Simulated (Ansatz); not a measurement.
Cl$_{3}$H$_{3}$OW

Input file:

```
crystal:
  periodic: [false, false, false]
  atoms:
    - { symbol: W, position_ang: [0.0, 0.0, 0.0] }
    - { symbol: O, position_ang: [0.0, 0.0, 1.94] }
    - { symbol: H, position_ang: [-0.9095, -0.2814, 2.2771] }
    - { symbol: Cl, position_ang: [2.39, 0.0, 0.0] }
    - { symbol: H, position_ang: [0.0, 1.72, 0.0] }
    - { symbol: Cl, position_ang: [-2.39, 0.0, 0.0] }
    - { symbol: H, position_ang: [0.0, -1.72, 0.0] }
    - { symbol: Cl, position_ang: [0.0, 0.0, -2.39] }
basis:
  gaussian: { orbitals: def2-SVP }
hamiltonian:
  xc: pbe
  dispersion: d4
relax:
  f_tol: 0.02
  max_steps: 40
output:
  orbitals: {}
```

Command:

```sh
ansatz run input.yaml --threads 4 --pin off --max-ram 5120MiB --backend cpu --events-out ev --progress --plain --runs-dir out
```

The fields are those of the run's last geometry, not of the input's.

Core potentials replace the inner electrons of W.

All numbers below come from Ansatz, RKS PBE-D4/def2-SVP.

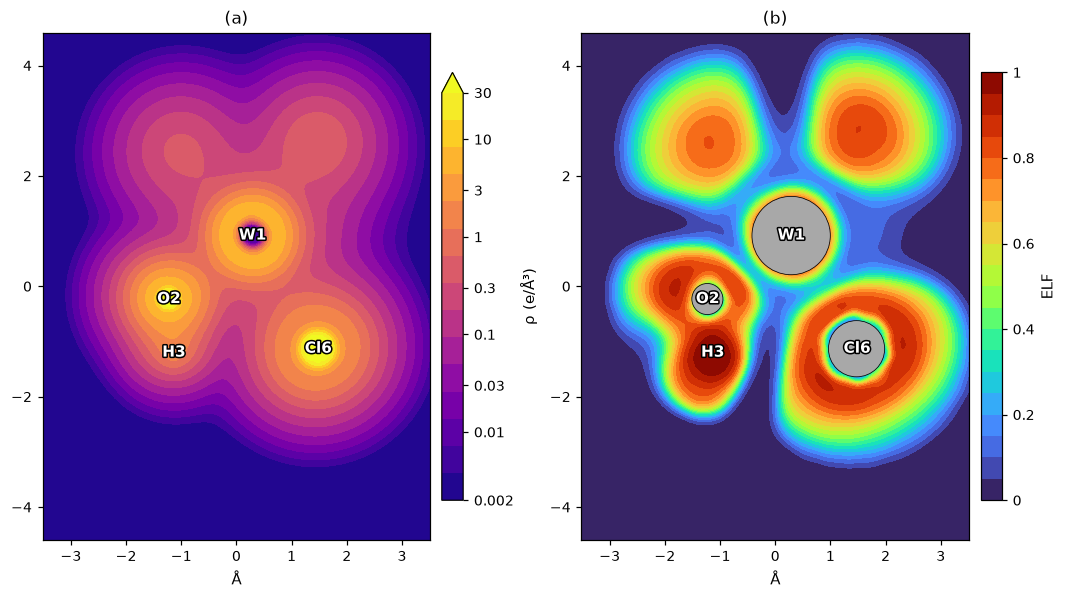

Figure 1. (a) electron density; (b) electron localisation function on the plane of atoms O2, W1 and Cl6. Grey discs cover the atomic cores in the ELF map.

> Interpret the plot.

The section cuts through W, O, H and Cl sites. W–O (1.90 Å): the density is about 1.1 e/Å³ at the midpoint; the ELF peaks at about 0.85 in the valence shell of O, 0.6 Å from its nucleus, and drops to about 0.25 between the two atoms. O–H (0.98 Å): the density is about 3.6 e/Å³ at the midpoint; the ELF climbs to about 1 towards the hydrogen, as it does in any bond to H (an ordinary covalent bond to hydrogen). W–Cl (2.37 Å): the density is about 0.6 e/Å³ at the midpoint; the ELF peaks at about 0.85 in the valence shell of Cl, 0.9 Å from its nucleus, and is about 0.40 at the midpoint.

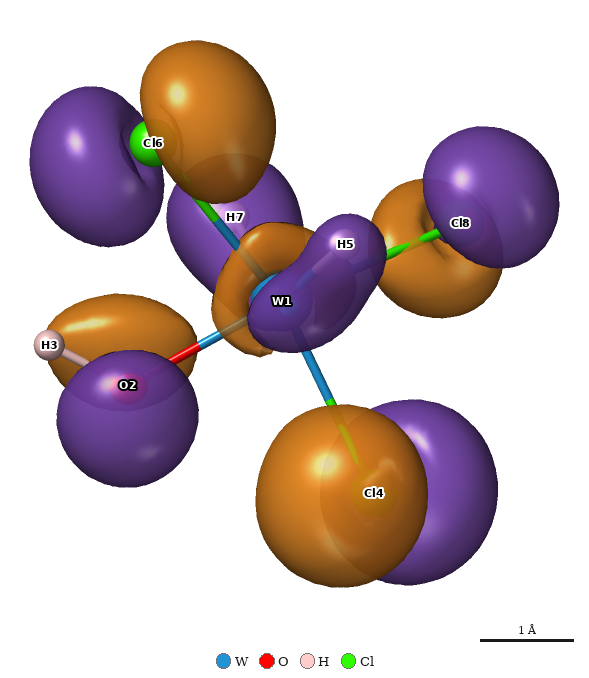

Figure 2. The HOMO−1 at ±0.1 Å⁻³ᐟ² (orange and purple are the two phases), seen across its widest extent.

> Where does this orbital lie, and at what energy?

It lies mainly on Cl4 (about 30 %), O2 (about 20 %), Cl6 (about 20 %), Cl8 (about 10 %) and W1 (about 10 %); largely a combination of lone pairs on Cl4, O2, Cl6 and Cl8. Its energy is −7.78 eV.

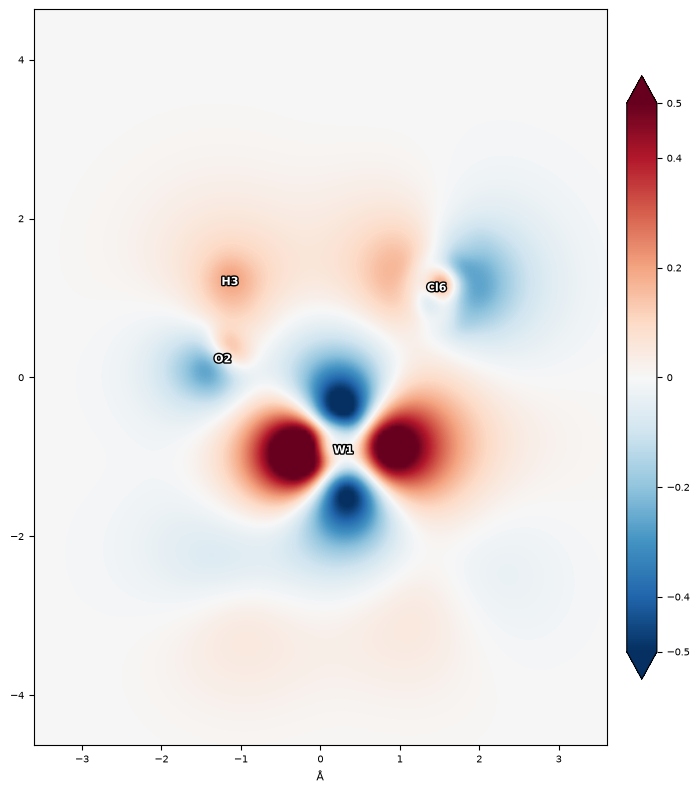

Figure 3. One frontier orbital on the plane of atoms W1, O2 and H3 (values in Å⁻³ᐟ²; the overall sign is arbitrary).

> Which orbital is it: HOMO or LUMO?

The LUMO, at −4.80 eV. Its weight (Hirshfeld) is mainly on W1 (about 60 %), Cl8 (about 15 %), Cl6 (about 10 %) and Cl4 (about 10 %).
